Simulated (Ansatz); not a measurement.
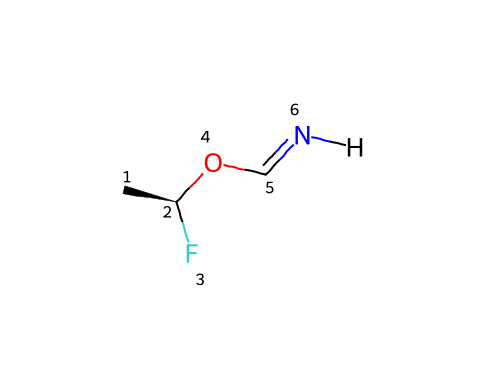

A structural formula, with wedges where it has stereocentres; small numbers name the atoms. The configuration is that of a computed structure (PBE-D4/def2-SVP).

Give the R/S and E/Z labels.

C2: S; C5=N6: E.

Write the isomeric SMILES.

[H]/N=C/O[C@H](C)F
